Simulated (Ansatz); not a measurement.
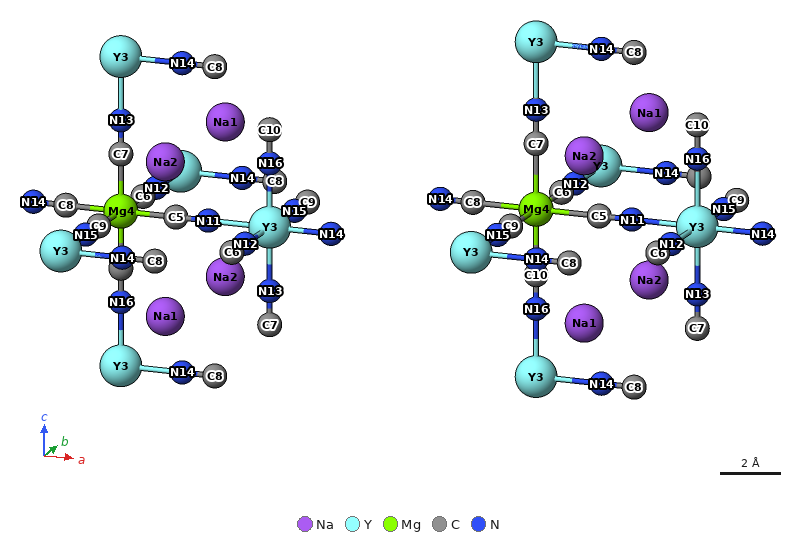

Two geometries of solid Na2YMgC6N6 (a generated structure, set up in Fm-3m) (coarse preliminary run), drawn at one scale. One is the start of a relaxation, the other its converged end. A ball-and-stick model of the atoms within 5.8 Å of the atom that moves most (axes of the conventional cell (4 times the calculation's cell)), seen slightly off an axis. Lengths and directions refer to the drawn axes.

These are results of DFT PBE, scalar-relativistic, plane waves, PAW (Ansatz), not measurements. (plane-wave cutoff 420 eV; k-point mesh 4 × 4 × 4; occupations gaussian; smearing width 0.1 eV; no spin polarisation; cell and atoms relaxed; force threshold 0.04 eV/Å; at most 70 steps)

Which of the two is the end point?

Answer. The right one is the relaxed one. After 5 accepted moves (8 points after the start) the energy has fallen by 171 meV per atom. Largest force component: 1.3 eV/Å at the start, 0.0048 eV/Å at the end. Pressure: 11.37 GPa at the start and 0.04 GPa at the end. The line search rejected the trial step at point 5 of the run. At 2 points the geometry stayed and the basis and grid were re-selected for the new cell (energy shift of 18.4 meV per atom at most each time). The largest moves relative to the cell, 0.13 Å, are those of C5, C6, C7, C8, C9 and C10. C5 goes along +a. Largest moves by element: C 0.13 Å, N 0.04 Å. Na and Mg and Y stay in place. The volume changes by +26.9 %, with a = b = c 10.720 → 11.605 Å (+8.3 %). Some distances before and after: Mg4–C10 1.980 → 2.274 Å, Y3–C10 3.380 → 3.529 Å, Y3–N11 2.210 → 2.353 Å, C10–N16 1.170 → 1.176 Å. The space group stays Fm-3m (No. 225).
